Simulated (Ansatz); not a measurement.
**C2H5GeO: vertical spin-state energies, by script**

Which spin state of C2H5GeO lies lowest at this geometry? Aim: vertical spin-state energies, for C2H5GeO, run from a script. SMILES: [CH]=[CH][GeH2][OH].

Program: Ansatz 0.2.0, driven from Python. Level of theory: CAM-B3LYP/6-31G*. These are calculated values, not measurements.

### 1 The system

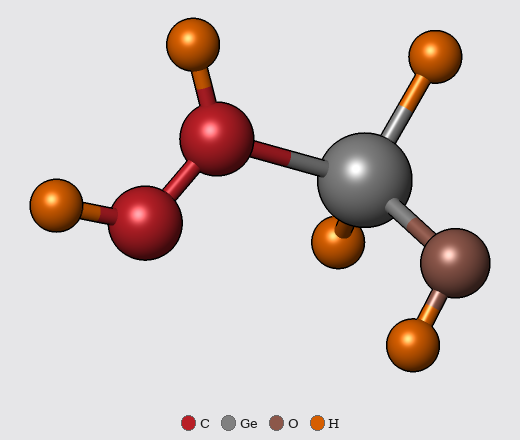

The starting structure, viewed from a chosen angle; carbon red, germanium grey, oxygen brown, hydrogen orange.

No structure file is read: the coordinates are typed or built in the script.

### 2 The script

spin_c2h5geo.py reads:

```python
'''Vertical spin-state energies of C2H5GeO.'''

import warnings

import ansatz as az
from ase import Atoms

warnings.simplefilter('ignore', az.DeckWarning)

atoms = Atoms(['C', 'C', 'Ge', 'O', 'H', 'H', 'H', 'H', 'H'], positions=[
    (-0.5841, 1.2575, -1.0755),
    (0.4279, 0.8149, -0.4549),
    (0.3135, -0.9093, 0.3632),
    (-0.8536, -0.8993, 1.6295),
    (-0.5922, 2.2708, -1.5784),
    (1.3498, 1.4096, -0.4066),
    (1.7407, -1.2323, 1.0344),
    (0.0569, -1.966, -0.6999),
    (-1.7702, -0.7922, 1.1712),
])
c2h5geo = az.Crystal.molecule_from_ase(atoms)

job = (
    c2h5geo.calculation()
    .basis(gaussian='6-31G*')
    .functional('cam_b3lyp')
)
found = {}
for unpaired in [1, 3]:
    report = job.spin('collinear', total=unpaired).run().report
    s = unpaired / 2
    found[unpaired] = report['free_energy_ev']
    print(f'2S+1 = {unpaired + 1}: E = {found[unpaired]:.5f} eV, <S^2> = {abs(report["mean_field"]["state"]["spin_squared"]):.3f} (pure state {s * (s + 1):.2f})')
lowest = min(found, key=found.get)
for unpaired, e in found.items():
    print(f'multiplicity {unpaired + 1}: {96.485332 * (e - found[lowest]):.1f} kJ/mol above the lowest')
```

### 3 The calls as engine input

The engine receives this input (first run):

```yaml
crystal:
  periodic: [false, false, false]
  atoms:
    - { symbol: C, position_ang: [-0.5841, 1.2575, -1.0755] }
    - { symbol: C, position_ang: [0.4279, 0.8149, -0.4549] }
    - { symbol: Ge, position_ang: [0.3135, -0.9093, 0.3632] }
    - { symbol: O, position_ang: [-0.8536, -0.8993, 1.6295] }
    - { symbol: H, position_ang: [-0.5922, 2.2708, -1.5784] }
    - { symbol: H, position_ang: [1.3498, 1.4096, -0.4066] }
    - { symbol: H, position_ang: [1.7407, -1.2323, 1.0344] }
    - { symbol: H, position_ang: [0.0569, -1.966, -0.6999] }
    - { symbol: H, position_ang: [-1.7702, -0.7922, 1.1712] }
basis:
  gaussian:
    orbitals: "6-31G*"
hamiltonian:
  xc: cam_b3lyp
magnetization:
  spin_polarized: true
  initial_magnetization: 1.0
```

### 4 Launch

Launch:

```sh
python spin_c2h5geo.py
```

**Question.** Which spin state is lowest at this geometry, and how far above lie the others?

As calculated:

| quantity | value |
| --- | --- |
| runs compared | 2 |
| lowest | run 1 (2S+1 = 2) |
| next above it by | 4.791 eV |

In order: multiplicity 2 (+0.00 eV) and multiplicity 4 (+4.79 eV), all at the one geometry. Notes:
- The geometry is a force-field or estimated start, not a minimum of this method, and the basis set is short of its limit. All parts are taken at fixed geometry, without zero-point energy.
- The species is open-shell (spin multiplicity 2).
